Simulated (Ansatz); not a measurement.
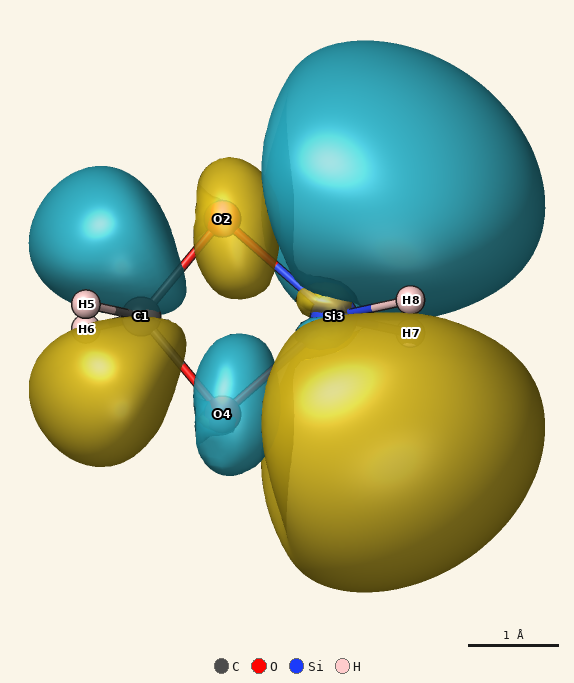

The picture shows: CH4O2Si (SMILES C1O[SiH2]O1). One frontier orbital at ±0.05 Å⁻³ᐟ² (yellow and cyan are the two phases), seen from one side.

Geometry: PBE0-D4/def2-TZVP.

The calculation used RKS PBE0-D4/def2-TZVPP (Ansatz).

```xyz
8

C    -0.1674    1.0203   -0.3345
O    -0.7596    0.2971    0.7475
Si    0.1850   -1.0031    0.3106
O     0.7217    0.0384   -0.8730
H    -0.9223    1.3125   -1.0712
H     0.3850    1.8916    0.0313
H     1.2023   -1.4182    1.3067
H    -0.5524   -2.1956   -0.1730
```

Which orbital is it: HOMO or LUMO?

Answer. The LUMO, at −0.54 eV. Its weight (Hirshfeld) is mainly on Si3 (about 65 %), H8 (about 10 %), H7 (about 10 %), C1 (about 5 %), O4 (about 5 %) and O2 (about 5 %).
